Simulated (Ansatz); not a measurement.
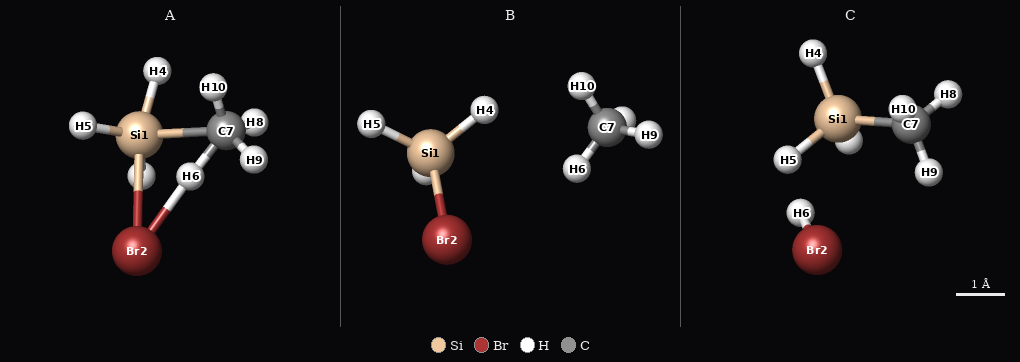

Three geometries of CH$_{7}$BrSi: a saddle point and the two relaxed ends that it joins, in shuffled order. A ball-and-stick model, seen at a tilt. Sticks join atoms that are closer than about 1.2 times the sum of their covalent radii (a little more with hydrogen).

Stationary points at PBE0-D4/def2-TZVP, single-point energies with CCSD(T)/CBS, wB97M-V, CCSD(T) (def2-TZVPP where no basis is named; Ansatz 0.2.0). The energies are electronic, without zero-point or thermal terms, and both ends are the relaxed geometries reached downhill from the saddle, with any fragments still in contact. CCSD(T)/CBS stands for a frozen-core estimate: MP2 correlation extrapolated from def2-TZVPP and def2-QZVPP, CCSD(T) minus MP2 from the smaller set.

Identify the saddle point and describe the reaction.

Frame A is the saddle point. Counted by bonded pieces, B holds CH₄ + SiH₃Br and C holds CH₆Si + HBr. From B over the saddle to C, bonds form: C–Si (4.30 → 2.14 → 1.87 Å), Br–H (3.27 → 1.95 → 1.43 Å). Bonds break: Br–Si (2.22 → 2.77 → 4.30 Å), C–H (1.09 → 1.24 → 3.20 Å). The saddle has one imaginary mode, 460i cm⁻¹. The end B keeps a soft imaginary mode of 31i cm⁻¹, so it isn't quite a minimum. With CCSD(T)/CBS the barrier is 63.0 kcal/mol from B and 40.1 kcal/mol from C, and C lies 22.9 kcal/mol above B.

| level | barrier from B (kcal/mol) | barrier from C (kcal/mol) | C less B (kcal/mol) |
| --- | --- | --- | --- |
| CCSD(T)/CBS | 63.0 | 40.1 | 22.9 |
| wB97M-V | 61.5 | 39.1 | 22.4 |
| CCSD(T) | 64.1 | 42.3 | 21.7 |

Against CCSD(T)/CBS, CCSD(T) comes closest on the barrier from B (+1.0 kcal/mol) and wB97M-V misses most (−1.6 kcal/mol).

Limits of the set-up: the start holds two separate molecules, 3.0 Å apart at their closest, whose relative position is a soft coordinate.
